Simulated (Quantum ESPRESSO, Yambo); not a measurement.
# Quasiparticle gap of SnTe (Fm-3m) in Yambo, part 3 of 3

Wanted: ground state, empty states, screening and self-energy for SnTe (Fm-3m).

Quantum ESPRESSO 7.5 and Yambo 5.3.0; PBE and many-body steps on it, plane waves. Known limits of the many-body steps: not at the basis limit; model gap, bands may invert with spin-orbit coupling; no spin-orbit coupling; coarse k mesh.

So far. Step 3 (Bands along the symmetry lines): The gap is 0.093 eV, as in the run before at this level. Step 4 (Empty states on the mesh, 4×4×4 mesh, 165 bands): On this mesh the gap is 0.093 eV.

The database entry behind the starting cell differs from later determinations by our own check (about 0.3 % short), so it need not match the best structure at ambient conditions.

### 6. Screening and self-energy, 4×4×4 mesh, 165 bands, screening to 163.3 eV

G0W0 replaces the xc potential by the self-energy, built once from these orbitals. Only a window of levels is corrected, while the sums run over the empty bands that the input names.

This step: G0W0 on PBE, plane waves, norm-conserving pseudopotentials.

Contents of gw1.in:

```
HF_and_locXC
gw0
dyson
ppa
em1d
rim_cut
RandQpts= 1000000
RandGvec= 1 RL
EXXRLvcs= 88 Ry
VXCRLvcs= 352 Ry
Chimod= "HARTREE"
% BndsRnXp
 1 | 165 |
%
NGsBlkXp= 12 Ry
% LongDrXp
 1 | 1 | 1 |
%
% GbndRnge
 1 | 165 |
%
DysSolver= "n"
ExtendOut
PPAPntXp= 27.21138 eV
% QPkrange
 3 | 3 | 22 | 25 |
 1 | 1 | 22 | 25 |
%
```

Run with:

```sh
$ OMP_NUM_THREADS=1 mpirun -n 4 yambo -F gw1.in -J gw1 -C gw1 > gw1.log
```

What it wrote:

```text
 Yambo, version 5.3.0

 [02] CORE Variables Setup
 =========================

  [... cell, symmetries and grids as in the set-up ...]

  [02.05] Energies & Occupations
  ==============================

  [X] === General ===
  [X] Electronic Temperature                        :  0.000000  0.000000 [eV K]
  [X] Bosonic    Temperature                        :  0.000000  0.000000 [eV K]
  [X] Finite Temperature mode                       : no
  [X] El. density                                   :  0.73527E+24 [cm-3]
  [X] Fermi Level                                   :  11.48335 [eV]

  [X] === Gaps and Widths ===
  [X] Conduction Band Min                           :  0.093469 [eV]
  [X] Valence Band Max                              :  0.000000 [eV]
  [X] Filled Bands                                  :  23
  [X] Empty Bands                                   :   24  165
  [X] Direct Gap                                    :  0.093469 [eV]
  [X] Direct Gap localized at k                     :  3
  [X] Indirect Gap                                  :  0.093469 [eV]
  [X] Indirect Gap between kpts                     :  3  3
  [X] Last valence band width                       :  3.754438 [eV]
  [X] 1st conduction band width                     :  3.246796 [eV]

 [03] Transferred momenta grid and indexing
 ==========================================

 IBZ Q-points                                      :   8
 BZ  Q-points                                      :   64

 K/Q-points units:
 rlu = crystal or reduced units; cc = cartesian coordinates; iku = interal k-units

 Q [1]          [rlu]:  0.000000  0.000000  0.000000
 Q [2]          [rlu]:  0.78548E-18  0.78548E-18  0.25000
 Q [3]          [rlu]: -0.15710E-17 -0.15710E-17 -0.50000
 Q [4]          [rlu]:  0.24960E-17  0.25000      0.25000
 Q [5]          [rlu]:  0.87758E-16  0.25000      0.50000
 Q [6]          [rlu]: -0.15710E-17  0.25000     -0.25000
 Q [7]          [rlu]: -0.49919E-17 -0.50000     -0.50000
 Q [8]          [rlu]:  0.250000 -0.500000 -0.250000

 [04] Coloumb potential Random Integration (RIM)
 ===============================================

  [04.01] RIM initialization
  ==========================

  * Diagonal components only detected *

  8 x (sBL volume)        :  0.073441 [a.u.]
  sBZ random points       :  1000000
  Points outside the sBZ  :   7987327
  RL volume               :  0.587530 [a.u.]
  Integrated volume       :  0.588462 [a.u.]

  [04.02] RIM integrals
  =====================

  Gamma point sphere radius             :  0.075962 [a.u.]
  Points outside the sphere             :   799513
  [Int_sBZ(q=0) 1/q^2]*(Vol_sBZ)^(-1/3) =:  7.764325
                                 should be <:  7.795600

  Summary of Coulomb integrals for non-metallic bands |Q|[au] RIM/Bare

  Q [1] 0.100000E-4 0.995988 * Q [2] 0.228467 1.065884
  Q [4] 0.263811 1.064776 * Q [6] 0.373085 1.027759
  Q [5] 0.437481 1.020378 * Q [3] 0.456934 1.018308
  Q [7] 0.527622 1.014848 * Q [8] 0.589900 1.011804

 [05] Dipoles
 ============

  [05.01] Setup: observables and procedures
  =========================================

 [06] Dynamic Dielectric Matrix (PPA)
 ====================================

 [WR./gw1//ndb.pp]---------------------------------------------------------------
  Brillouin Zone Q/K grids (IBZ/BZ)                :    8   64    8   64
  RL vectors                                       :   7119 [WF]
  Coulomb cutoff potential                         : none
  Electronic Temperature                           :  0.000000 [K]
  Bosonic    Temperature                           :  0.000000 [K]
  PPA    diel. fun.  energies                      : Perdew, Burke & Ernzerhof(X)+Perdew, Burke & Ernzerhof(C)
  wavefunctions                                    : Perdew, Burke & Ernzerhof(X)+Perdew, Burke & Ernzerhof(C)
  Global Gauge                                     : length
  X matrix size                                    :   331
  X band range                                     :    1  165
  X e/h energy range                               : -1.000000 -1.000000 [eV]
  X Time ordering                                  : R
  X Hxc Kernel                                     : HARTREE
  X Drude frequency                                :  0.000000  0.000000
  X poles                                          :  100.0000 [o/o]
  RL vectors in the sum                            :   7119
  [r,Vnl] included                                 : yes
  Field direction                                  :  0.577350E-5  0.577350E-5  0.577350E-5
  BZ energy Double Grid                            : no
  BZ energy DbGd points                            : 0
  BZ Q point size factor                           : -1.000000
  X Optical Averaged directions                    : none

 [07] Local Exchange-Correlation + Non-Local Fock
 ================================================

 [VXC] Plane waves :   47183
 [EXS] Plane waves :   5985

 QP @ state[ 1 ] K range:  1  1
 QP @ state[ 1 ] b range:  22  25
 QP @ state[ 2 ] K range:  3  3
 QP @ state[ 2 ] b range:  22  25

 [xc] Functional : Perdew, Burke & Ernzerhof(X)+Perdew, Burke & Ernzerhof(C)
 [xc] LIBXC used to calculate xc functional
  PP Number of Atomic Species                      :  2
  NLCC RL compoments                               :   47183
  PP Number of Atomic Species                      :  2
  NLCC RL compoments                               :   47183

 [xc] E_xc :  -38.22813 [Ha]
      E_xc :  -76.45627 [Ry]

  Local XC kind (lXC) : Perdew, Burke & Ernzerhof(X)+Perdew, Burke & Ernzerhof(C)
  Non-Local XC kind (nlXC) : Hartree-Fock

  Corrections @ K [1] :  [eV]
 <22|nlXC|22> = -14.29186  0.40439E-17 <22|lXC|22> = -12.44775  0.38153E-19
 <23|nlXC|23> = -14.29177  0.15624E-16 <23|lXC|23> = -12.44775 -0.75527E-15
 <24|nlXC|24> = -7.136022  0.13702E-17 <24|lXC|24> = -11.81318 -0.58970E-16
 <25|nlXC|25> = -7.136206  0.40659E-17 <25|lXC|25> = -11.81318 -0.18882E-15

  Corrections @ K [3] :  [eV]
 <22|nlXC|22> = -14.32859  0.11456E-16 <22|lXC|22> = -12.65401 -0.35400E-16
 <23|nlXC|23> = -9.801042 -0.32489E-17 <23|lXC|23> = -10.69261 -0.14160E-15
 <24|nlXC|24> = -10.79424  0.25985E-18 <24|lXC|24> = -13.05654  0.11807E-15
 <25|nlXC|25> = -7.843475 -0.23816E-17 <25|lXC|25> = -10.89102 -0.94398E-16

 [08] Dyson equation: Newton solver
 ==================================

  [08.01] G0W0 (W PPA)
  ====================

  [  GW  ] Bands range     :    1  165
  [GW/PPA] G damping       :  0.100000 [eV]

  QP @ state[ 1 ] K range:  1  1
  QP @ state[ 1 ] b range:  22  25
  QP @ state[ 2 ] K range:  3  3
  QP @ state[ 2 ] b range:  22  25

   Sc/G bands                                       :    1  165
   Sc/G damping                                     :  0.100000 ev
   Sc bands terminator                              : no
   Sx RL components                                 :   5985

   QP @ state[ 1 ] K range                          :  1  1
   QP @ state[ 1 ] b range                          :  22  25
   QP @ state[ 2 ] K range                          :  3  3
   QP @ state[ 2 ] b range                          :  22  25
   GF energies kind                                 : Perdew, Burke & Ernzerhof(X)+Perdew, Burke & Ernzerhof(C)
   GF WF`s kind                                     : Perdew, Burke & Ernzerhof(X)+Perdew, Burke & Ernzerhof(C)
   Xs energies kind                                 : Perdew, Burke & Ernzerhof(X)+Perdew, Burke & Ernzerhof(C)
   Xs WF`s kind                                     : Perdew, Burke & Ernzerhof(X)+Perdew, Burke & Ernzerhof(C)

 [11] Game Over & Game summary
```

Elapsed: 5 min, on 4 MPI ranks of Arm Neoverse V1, shared host; peak memory 2.2 GiB; 20 min of CPU time.

This step gave:

| Quantity | Value |
| --- | --- |
| G0W0 gap on the points computed | 0.1565 eV |
| starting gap on the mesh | 0.09347 eV |
| k of the valence top | 0, 0, -0.5 |
| k of the conduction bottom | 0, 0, -0.5 |
| least direct G0W0 gap on the computed points | 0.1565 eV |
| Z at the valence top | 0.7915 |
| Z at the conduction bottom | 0.7857 |

The gap on the mesh goes from 0.09 eV to 0.16 eV, a correction of +0.06 eV.

Limits: finite bands, cutoff and mesh; model gap, bands may invert with spin-orbit coupling; no spin-orbit coupling; coarse k mesh. v1 is the top filled band, c1 the lowest empty one. The levels before and after the correction (eV, zero at the valence-band top of each column):

|  | conduction bottom | valence top |
| --- | --- | --- |
| Kohn-Sham | 0.09 | 0.00 |
| G0W0 | 0.16 | 0.00 |

|  | level | energy (eV) |
| --- | --- | --- |
| Kohn-Sham | (0 0 -0.5) v2 | -1.821 |
| Kohn-Sham | (0 0 -0.5) v1 | 0.000 |
| Kohn-Sham | (0 0 -0.5) c1 | 0.093 |
| Kohn-Sham | (0 0 -0.5) c2 | 0.357 |
| G0W0 | (0 0 -0.5) v2 | -2.008 |
| G0W0 | (0 0 -0.5) v1 | 0.000 |
| G0W0 | (0 0 -0.5) c1 | 0.156 |
| G0W0 | (0 0 -0.5) c2 | 0.332 |

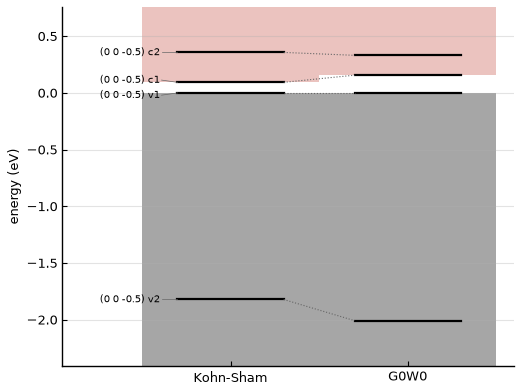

Levels before and after the correction. Shaded: valence and conduction bands.

### 7. Where the time went

Times are wall times on the hardware named with each run, good to a factor of about two.

| step | time | share | memory (GiB) |
| --- | --- | --- | --- |
| ground state | 17 s | 5 % | 0.37 |
| bands along the symmetry lines | 10 s | 3 % | 0.29 |
| empty states on the mesh | 25 s | 7 % | 0.56 |
| conversion and set-up | 3.3 s | 1 % | 0.26 |
| screening and self-energy | 5 min | 84 % | 2.2 |

### 8. What came out

- PBE gap: 0.09 eV, direct
- G0W0 gap on the mesh: 0.16 eV
- GW settings: 4×4×4 mesh, 165 bands, screening to 163.3 eV, Godby-Needs plasmon pole
- known limits: not at the basis limit; model gap, bands may invert with spin-orbit coupling; no spin-orbit coupling; coarse k mesh

**Reading.** G0W0 moves the gap on the mesh from 0.09 eV to 0.16 eV (+0.06 eV), with Z of 0.79 and 0.79 at the edges. Only 2 of the mesh's irreducible points were corrected, so a valley elsewhere could overtake. The dearest step here is «screening and self-energy». Bands and cutoff are finite, so the gap is not at the basis limit. The miss can reach some tenths of an eV and take either sign; the mesh is an error of its own. In the G0W0 run levels were corrected at 2 k points alone, so a gap called «on the mesh» is the least over those, and an edge elsewhere would be missed. The 4×4×4 mesh is coarse for this cell, which bears on the long-range parts of exchange and screening. With atoms this heavy and so narrow a gap, spin-orbit coupling can invert the bands. These scalar-relativistic gaps are then model values, not to be set against experiment, and a spin-orbit change taken from DFT can't simply be added.

[Paths, hosts, dates, memory and timing lines, banners, echoed tables and standing remarks are left out of the program output.]

[Logs are printed without paths, hosts, clocks, repeated set-up lines and the standing remarks that a program may print on its own settings, such as how far it seeks lower states.]

[Runs of the session that timed out or met a known fault of the program may be left out.]

[Hosts, paths, dates, database ids (printed as entryN), source tags and the programs' standing remarks are cut or masked in the printed files.]
